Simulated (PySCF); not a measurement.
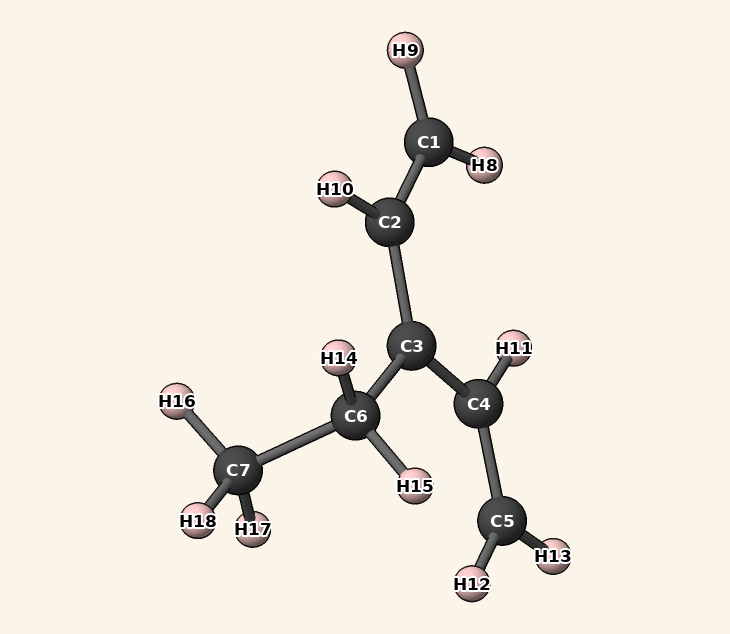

The questions are on Mulliken spin populations. Charge 0, doublet. The computed structure is the end point of a GFN2-xTB optimisation. No frequency run is at hand to confirm it as a minimum. Method: UKS B3LYP, pcH-1 on C H, non-relativistic (PySCF 2.14.0).

Give the Mulliken spin populations atom by atom.

| atom | value (e) |
| --- | --- |
| C1 | 0.50 |
| C2 | −0.24 |
| C3 | 0.57 |
| C4 | −0.21 |
| C5 | 0.43 |
| C6 | −0.04 |
| C7 | 0.02 |
| H8 | −0.02 |
| H9 | −0.02 |
| H10 | 0.01 |
| H11 | 0.01 |
| H12 | −0.02 |
| H13 | −0.02 |
| H14 | 0.01 |
| H15 | 0.01 |
| H16 | 0.00 |
| H17 | 0.00 |
| H18 | 0.01 |

Mulliken values depend strongly on the basis set.
